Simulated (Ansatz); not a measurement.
## Electronic structure of BGeH (SMILES [BH]=[Ge]) (triplet) in real space

Input file:

```
crystal:
  periodic: [false, false, false]
  atoms:
    - {symbol: B, position_ang: [0.000000, 0.000000, -0.247292]}
    - {symbol: Ge, position_ang: [0.000000, 0.000000, 1.696842]}
    - {symbol: H, position_ang: [0.000000, 0.000000, -1.449550]}
basis:
  gaussian: {orbitals: def2-TZVPD}
magnetization: {spin_polarized: true, initial_magnetization: 2}
hamiltonian: {xc: pbe0}
output: {forces: true, orbitals: {seedname: orbitals}}
```

Command:

```sh
ansatz run input.yaml --threads 1 --pin off --max-ram 2610MiB --events-out events.jsonl --progress --plain --runs-dir runs
```

Geometry: PBE0-D3(BJ)/def2-SVP.

Level of theory: isolated molecule in a Gaussian basis; Kohn-Sham density functional theory, functional PBE0 in Ansatz 0.2.0.

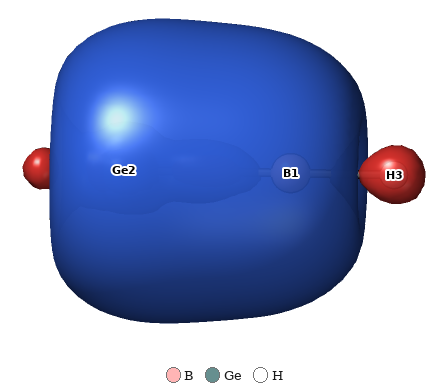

Figure 1. Isosurfaces of the spin density at +0.02 (blue) and −0.02 e/Å³ (red), seen from one side.

Where is the unpaired spin?

The unpaired spin (2 electrons) lies mostly on Ge2 (about 1.1) and B1 (about 0.9), in electrons by Hirshfeld's partition.

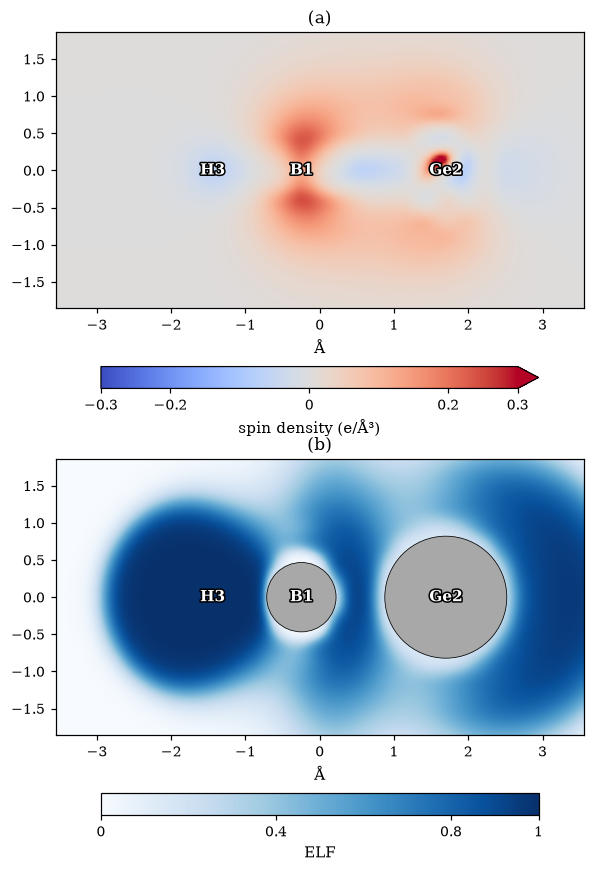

Figure 2. (a) spin density (α minus β); (b) electron localisation function on a plane that holds the molecular axis. Grey discs cover the atomic cores in the ELF map.

What do the fields say about this system?

The plane passes through B, Ge and H nuclei. Ge–B (1.94 Å): the ELF peaks at about 0.90 between the atoms (a covalent bond). B–H (1.20 Å): the ELF climbs to about 1 towards the hydrogen, as it does in any bond to H (an ordinary covalent bond to hydrogen).

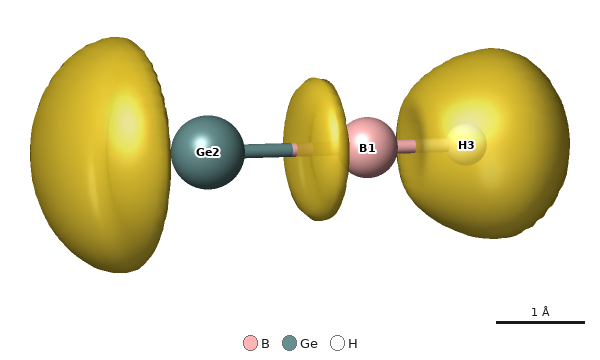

Figure 3. Isosurface of the electron localisation function at 0.85 (yellow), seen from one side. Only the valence region is drawn (cores and ρ < 0.01 e/Å³ removed).

Where are the electrons localised?

At this value the surface marks out one region around a hydrogen nucleus, one lobe of the valence shell of B pointing towards Ge (polar bonds) and one lobe on Ge, pointing away from the bonds (non-bonding electrons). Profiles from the grid: B–H (1.20 Å): the ELF climbs to about 1 towards the hydrogen: an ordinary covalent bond to hydrogen.
